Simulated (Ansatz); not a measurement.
# Calculations on CH₅Al

### Relaxation

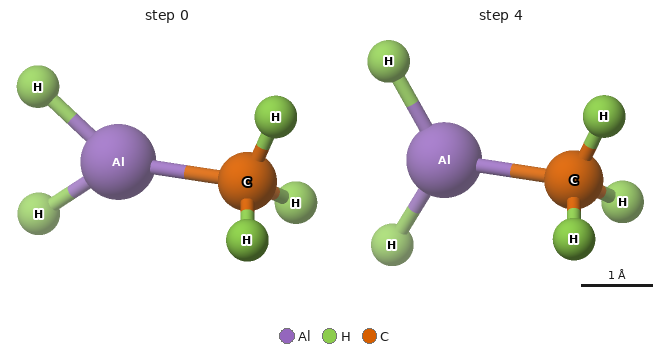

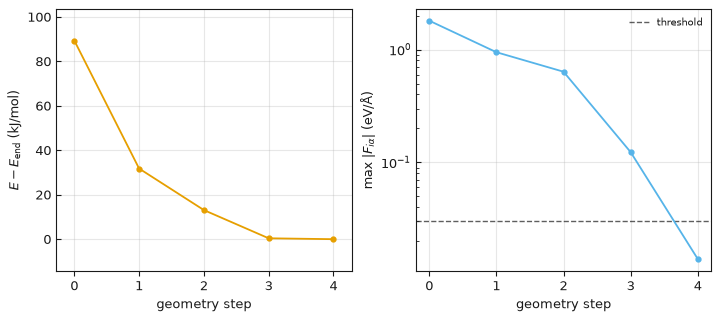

First and last geometry of a relaxation of CH$_{5}$Al, with the history of the run. The picture is a ball-and-stick view, seen from a free direction.

The run prepares an end point of a later path (reaction) calculation, from a guessed geometry.

Computed with RKS PBE-D4/cc-pVDZ (Ansatz).

Input
```yaml
crystal:
  periodic: [false, false, false]
  atoms:
    - { symbol: Al, position_ang: [0.125415, 0.000814, 0.06596] }
    - { symbol: H, position_ang: [0.687034, -0.000974, 1.516011] }
    - { symbol: H, position_ang: [1.665352, -0.001001, -0.147447] }
    - { symbol: C, position_ang: [-1.574989, 0.002001, -0.923289] }
    - { symbol: H, position_ang: [-2.151605, -0.917342, -0.687805] }
    - { symbol: H, position_ang: [-2.198628, 0.866709, -0.613613] }
    - { symbol: H, position_ang: [-1.41908, 0.049793, -2.019417] }
basis:
  gaussian: { orbitals: cc-pVDZ }
hamiltonian:
  xc: pbe
  dispersion: d4
relax:
  f_tol: 0.03
  max_steps: 50
```

Command:
```bash
ansatz run input.yaml --threads 1 --pin off --max-ram 2048MiB --backend cpu --events-out ev --progress --plain --runs-dir out
```

Q: Did the run converge, and what did it change?

A: It converged. The energy falls by 89.4 kJ/mol in 4 geometry steps. Largest force component: 1.8 eV/Å at the start, 0.014 eV/Å at the end. The largest move after the best rigid fit is that of H2, 0.52 Å. Largest moves by element: H 0.52 Å, Al 0.13 Å, C 0.12 Å. Among the contacts that change: Al1–H2 1.555 → 1.612 Å, Al1–H3 1.555 → 1.611 Å, Al1–C4 1.967 → 1.975 Å. Bond angles that change, for instance: H2–Al1–H3 76.7° → 119.0°, H2–Al1–C4 141.4° → 119.4°, H3–Al1–C4 141.9° → 121.6°. Cost: 6.6 s on 1 thread of Arm Neoverse V1, on a shared host, peak memory 0.1 GiB.

### Relaxation

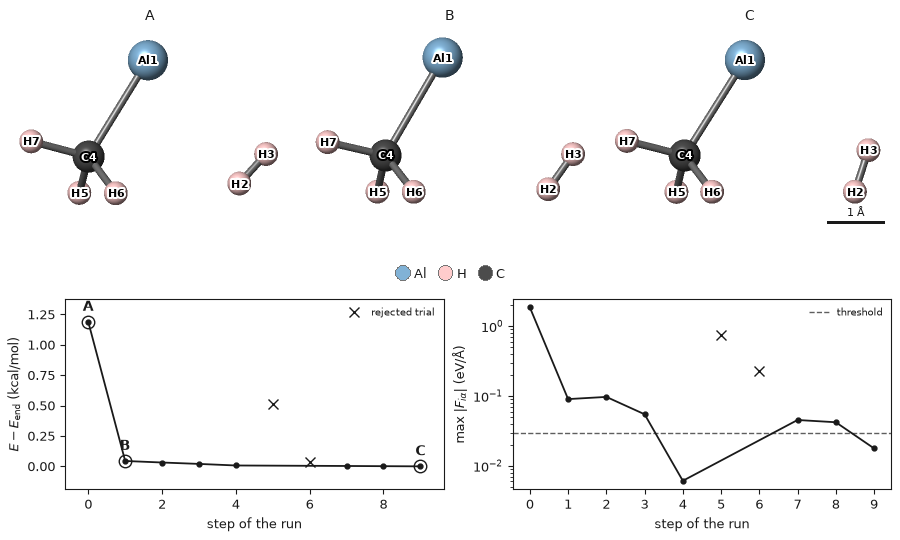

Frames of a relaxation of CH5Al, marked on the history of the run. The picture is a ball-and-stick view, seen at a tilt.

The run prepares an end point of a later path (reaction) calculation, from a guessed geometry.

Theory: Ansatz 0.2.0, RKS PBE-D4/cc-pVDZ.

Input file:
```yaml
crystal:
  periodic: [false, false, false]
  atoms:
    - { symbol: Al, position_ang: [0.428689, 0.039609, -1.634947] }
    - { symbol: H, position_ang: [0.537936, -0.021093, 1.123397] }
    - { symbol: H, position_ang: [1.250467, -0.011149, 0.9998] }
    - { symbol: C, position_ang: [-1.471053, 0.004266, -0.920565] }
    - { symbol: H, position_ang: [-1.704113, -0.915721, -0.335617] }
    - { symbol: H, position_ang: [-1.71844, 0.874131, -0.268906] }
    - { symbol: H, position_ang: [-2.189986, 0.029957, -1.772763] }
basis:
  gaussian: { orbitals: cc-pVDZ }
hamiltonian:
  xc: pbe
  dispersion: d4
relax:
  f_tol: 0.03
  max_steps: 50
output:
  orbitals: {}
```

Run as
```bash
ansatz run input.yaml --threads 1 --pin off --max-ram 2048MiB --backend cpu --events-out ev --progress --plain --runs-dir out
```

Q: Describe the path.

A: The largest move after the best rigid fit is that of H2, 0.33 Å. Largest moves by element: H 0.33 Å, C 0.08 Å, Al 0.06 Å. Among the contacts that change: H2–H3 0.723 → 0.773 Å, Al1–C4 2.030 → 2.026 Å. After 7 accepted moves (9 points after the start) the energy has fallen by 1.19 kcal/mol. The largest force component goes from 1.9 to 0.018 eV/Å. The line search rejected the trial steps at points 5, 6 of the run. The forces were under the threshold at step 4, but the run went on from there. Cost: 12 s on 1 thread of Arm Neoverse V1, with other jobs on the host, peak memory 0.1 GiB. From step 0 to 1: H2 moves most (0.19 Å), energy −1.14 kcal/mol. From step 1 to 9: H2 moves most (0.13 Å), energy −0.04 kcal/mol.

| step | E − E(0), kcal/mol | largest force component, eV/Å | note |
| --- | --- | --- | --- |
| 0 | 0.00 | 1.8638 |  |
| 1 | -1.14 | 0.0906 |  |
| 2 | -1.16 | 0.0974 |  |
| 3 | -1.17 | 0.0549 |  |
| 4 | -1.18 | 0.0061 |  |
| 5 | -0.68 | 0.7434 | rejected |
| 6 | -1.16 | 0.2304 | rejected |
| 7 | -1.19 | 0.0455 |  |
| 8 | -1.19 | 0.0423 |  |
| 9 | -1.19 | 0.0179 |  |

Limits of the set-up: the start holds two separate molecules, 2.8 Å apart at their closest, whose relative position is a soft coordinate.

### Path

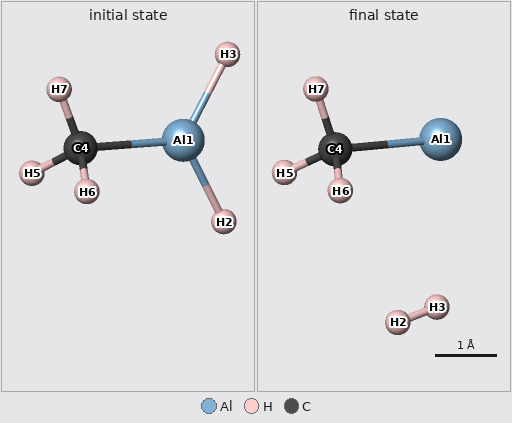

The two relaxed end points of a path for CH5Al. Style: ball-and-stick. Shown at a tilt.

All numbers below come from Ansatz, RKS PBE-D4/cc-pVDZ.

Run with 5 movable images; climbing image; force threshold 0.05 eV/Å; iteration limit 60.

Start:
```xyz
7

Al    0.2378    0.0019    0.1217
H     0.2163   -0.0016    1.7334
H     1.6569   -0.0024   -0.6412
C    -1.4705    0.0037   -0.8704
H    -2.0542   -0.9118   -0.6275
H    -2.1048    0.8607   -0.5547
H    -1.3480    0.0495   -1.9710
```

End:
```xyz
7

Al    0.4777    0.0577   -1.5862
H     0.5476   -0.0417    1.5140
H     1.2144   -0.0182    1.1229
C    -1.4727    0.0080   -1.0419
H    -1.7359   -0.9120   -0.4698
H    -1.7645    0.8778   -0.4084
H    -2.1331    0.0283   -1.9402
```

### Predict the minimum-energy path and its barrier.

The highest point, image 3, lies 242.3 kJ/mol above the start and 132.0 kJ/mol above the end; the end is at +110.2 kJ/mol relative to the start. Breaking: Al1–H2 (1.61 → 1.87 at the top → 3.10 Å), Al1–H3 (1.61 → 1.61 at the top → 2.81 Å). Forming: H2–H3 (2.78 → 1.41 at the top → 0.77 Å). The band converged in 11 iterations. The largest component of the band force went from 3.3 to 0.046 eV/Å. The climbing image converged on the top of the path. Its vibrational analysis gives one imaginary mode (1143i cm⁻¹), as a transition state must have.

Energies of the converged images:

| image | path (Å) | E (kJ/mol) |
| --- | --- | --- |
| 0 | 0.00 | 0.0 |
| 1 | 0.63 | 18.3 |
| 2 | 1.27 | 116.6 |
| 3 | 1.90 | 242.3 |
| 4 | 2.38 | 153.9 |
| 5 | 2.87 | 113.8 |
| 6 | 3.35 | 110.2 |

The geometry at the top of the path:

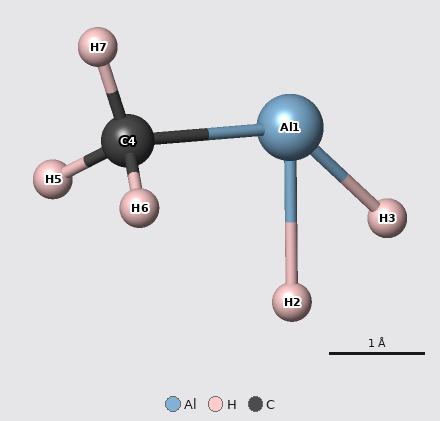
